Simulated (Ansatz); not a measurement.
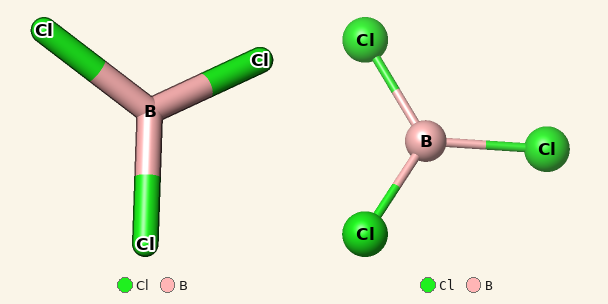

The same structure drawn twice, from different directions.

**Count the atoms of each element.**

BCl3, 4 atoms: 1 boron and 3 chlorine.

**Count the bonded pairs by element.**

3 B–Cl. Sticks follow a distance rule.

**Which point group does it belong to?**

D3h.

**How many sets of symmetry-equivalent atoms are there?**

2: 3 Cl, 1 B.

More results for the same structure follow; atom numbers are the same in all pictures, views and colours differ. Computed geometry: PBE0-D4/def2-TZVP optimisation.

## Shape

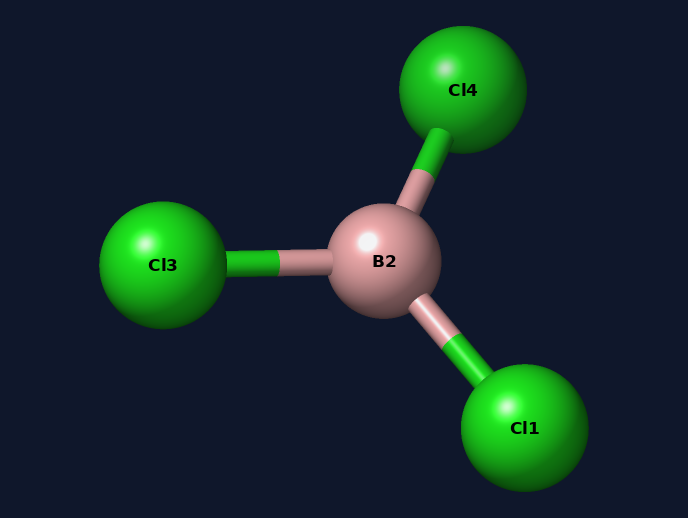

Atoms carry their numbers in the input.

Give these bond angles: Cl1–B2–Cl3.

```tsv
angle	degrees
Cl1–B2–Cl3	120.0
```

## Vibrations

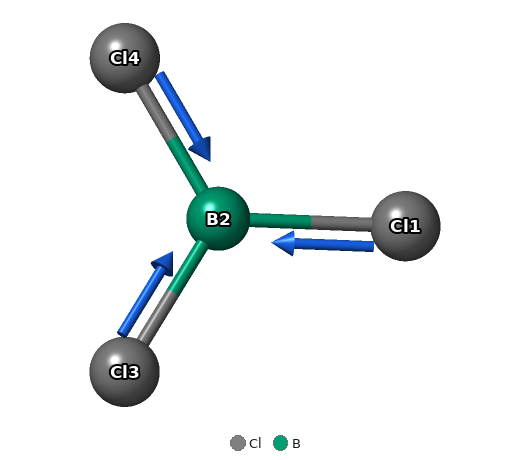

The arrows show one normal mode. Harmonic vibrations computed with RKS PBE0-D4/def2-TZVP (Ansatz 0.2.0) at a stationary point of the same level.

**Describe the motion.**

Mostly in-phase stretching of 3 B–Cl bonds.

**Estimate its harmonic wavenumber.**

476 cm⁻¹; it is mode 4 of 6 counted from the lowest.

## Electronic properties

Properties computed with RKS PBE0-D4/def2-TZVPP (Ansatz 0.2.0).

**What is the HOMO energy (Kohn–Sham orbital)?**

−9.09 eV.

**What is the HOMO–LUMO gap?**

7.40 eV.

## Charges

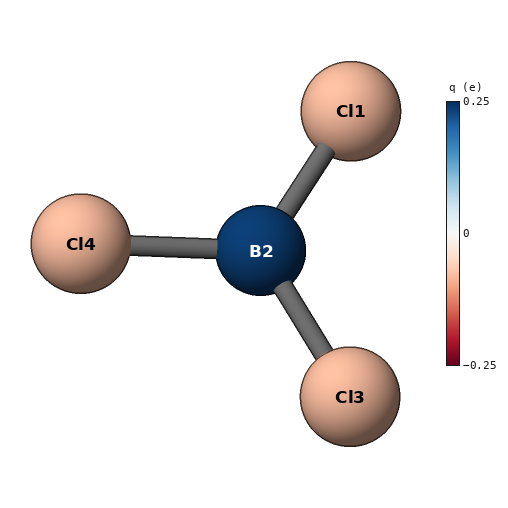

Atoms are coloured by their Mulliken charges. Method: RKS PBE0-D4/def2-TZVP (Ansatz 0.2.0).

Give the Mulliken charges atom by atom.

```
atom  value (e)
 Cl1      −0.08
  B2       0.23
 Cl3      −0.08
 Cl4      −0.08
```

Mulliken values depend strongly on the basis set and can even reverse the polarity of a bond.
